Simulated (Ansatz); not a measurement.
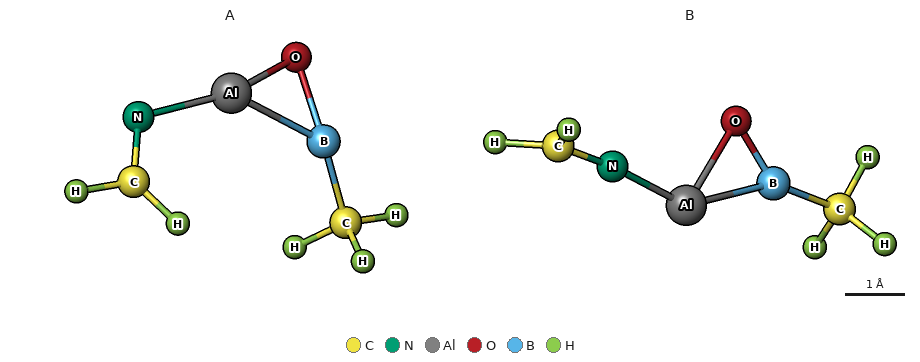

Two geometries of C$_{2}$H$_{5}$AlBNO (coarse preliminary run), drawn at one scale. One is the start of a relaxation, the other its converged end. Style: ball-and-stick. Shown from a free direction.

These are results of RKS PBE-D4/def2-SVP (Ansatz 0.2.0), not measurements. Settings: force threshold 0.03 eV/Å; at most 200 steps.

Which one is relaxed?

Answer. Structure B is the relaxed one. The start comes from a force field. After 28 accepted moves (34 points after the start) the energy has fallen by 53.4 kcal/mol. Largest force component: 3.8 eV/Å at the start, 0.028 eV/Å at the end. The line search rejected the trial steps at points 11, 18, 20, 27, 29, 33 of the run. The forces were under the threshold at step 30, but the run went on from there. An H atom moves most after the best rigid fit: 2.80 Å. By element the largest moves are H 2.80 Å, Al 1.92 Å, O 1.26 Å, C 0.94 Å, N 0.92 Å, B 0.74 Å. Some distances before and after: B–O 1.521 → 1.309 Å, Al–N 1.877 → 1.765 Å, Al–O 1.852 → 1.935 Å, C–H 1.041 → 1.122 Å. Among the angles between lasting bonds that change: C–N–Al 119.6° → 174.0°, N–Al–O 159.2° → 109.6°, Al–B–C 137.6° → 153.2°. Cost: 49 s on 4 threads of Arm Neoverse V2, on a shared host.
